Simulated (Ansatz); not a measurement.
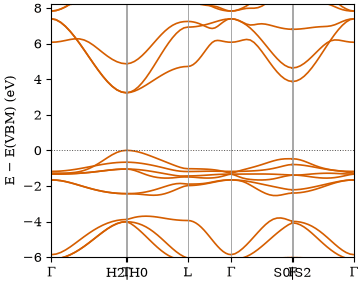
Figure. Band structure from r²SCAN (plane waves, PAW; program Ansatz)

Task: Read off the gap and where the band edges lie.

Result: About 3.2 eV (3.24 eV by a search for the band edges); maximum at T, minimum at T.

Task: Pick the material that matches.
(A) LiNbO3, R3c (Li on 6a, Nb on 6a, O on 18b)
(B) LuAgO2, R-3m (Lu on 3b, Ag on 3a, O on 6c)
(C) MgO, R-3m (Pearson symbol hR16)
(D) RbIO3, R3m (Rb on 3a, I on 3a, O on 9b)

Result: D, RbIO3, R3m (Rb on 3a, I on 3a, O on 9b)

The workflow started from a Materials Project entry (that database holds measured and hypothetical structures alike); the Crystallography Open Database copy checked does not list it. Its standing as an ambient phase is unchecked. Symmetry was held in the r²SCAN relaxation; its stability against distortions is not shown here. Spin–orbit coupling is left out wherever it is not named.

Potentials: the later of the program's two PAW sets.
